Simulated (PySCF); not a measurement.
System (SMILES): C=CCl.
Geometry (B3LYP-D3(BJ)/def2-TZVP, fixed):
```
C
C 1 1.3205
H 1 1.0805 2 123.94
H 2 1.0811 1 122.25 3 180.00
H 2 1.0820 4 118.23 1 180.00
Cl 1 1.7376 3 112.62 2 180.00
```

Basis-set convergence of the mean static polarisability at PBE with PySCF. All functions are spherical. Density fitting with generated auxiliary sets. In sets without p functions on hydrogen, species with hydrogen take exact integrals. No added dispersion term, no relativity. Reference: the value in aug-pcseg-2, 42.60 bohr³, itself unsure by roughly 0.2 % (its distance from aug-cc-pV(T+d)Z). Deviations are taken from unrounded values. Cost is core time over that of def2-SVP, rough, on shared machines of one kind; a dash marks a row that isn't timed (too short, read off another run, short of memory, by another algorithm or on other hardware).

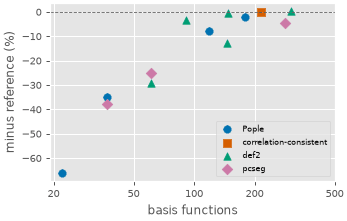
Figure: Deviation from the reference against the number of basis functions, by family of sets.

```csv
basis,functions,mean static polarisability (bohr³),minus reference (%),cost
STO-3G,22,14.51,-65.9,-
6-31G,37,27.67,-35.0,-
pcseg-0,37,26.44,-37.9,-
def2-SVP,61,30.16,-29.2,1×
pcseg-1,61,31.84,-25.3,1×
def2-SVPD,91,41.20,-3.3,2×
"6-311++G(2d,2p)",119,39.33,-7.7,3×
def2-TZVPP,146,37.23,-12.6,4×
def2-TZVPD,147,42.41,-0.4,4×
"6-311++G(3df,3pd)",179,41.74,-2.0,5×
aug-cc-pV(T+d)Z,216,42.53,-0.2,6×
pcseg-3,283,40.67,-4.5,10×
def2-QZVPPD,304,42.68,0.2,10×
```
